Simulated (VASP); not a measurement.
Band structure of BAs (relaxed from the CsCl type structure, space group Pm-3m). Calculation: PBEsol GGA, VASP's PBE PAW potentials (set 64) (plane waves; VASP).

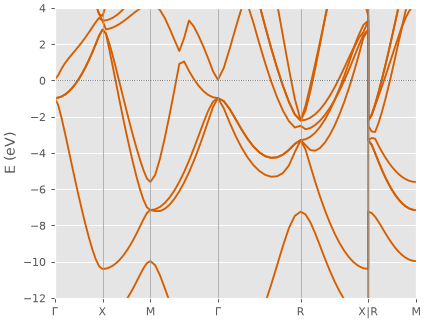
Fig. 1. Bands along high-symmetry lines, zero at the valence-band maximum or, without a gap, the Fermi level

Question: Read the plot: is there a gap, and where are the band edges?

Answer: It has no gap at this level: it comes out as a metal or semimetal. (Edges off the drawn lines would not show.)

The structure was generated: BAs was put into the CsCl type type (Pm-3m), which need not be its known phase. It was relaxed first, which changed the volume by +33 %. VASP warned that the highest band is occupied, so more bands are needed.
